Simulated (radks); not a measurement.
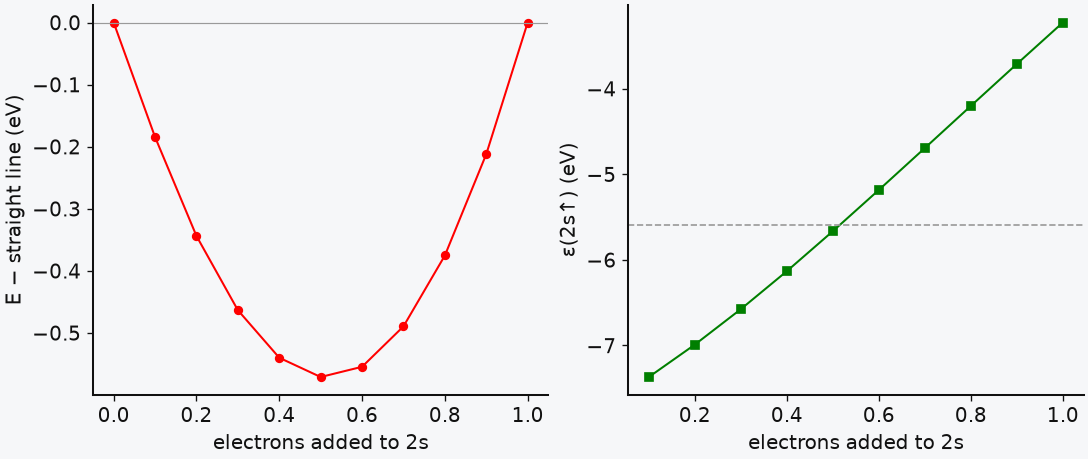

Theory: non-relativistic Kohn-Sham, PBE, spin-polarised, spherical densities, point nucleus (computed with the in-house radial solver radks). The occupation of the 2s shell is varied from Li⁺ (1s2) to Li ([He] 2s1 (high spin)), with spherical fractional occupations. The plot shows the total energy less the straight line between the end points, and the eigenvalue of 2s↑ (the dashed line is minus the energy to take the whole electron out).

> Is the energy convex or concave in the occupation, and by how much?

The curve is convex (below the straight line), with the largest deviation among the points computed, −0.57 eV, at 0.5. The end points differ by 5.59 eV, the energy to take the electron out. The eigenvalue, which is the slope of the energy (Janak's theorem), moves from −7.37 eV at 0.1 to −3.23 eV at 1; for a straight line it would stay constant, and a parabola would sag by an eighth of this change, scaled to a whole electron, 0.58 eV. Convexity is the delocalisation error: fractional charges are too low in energy.
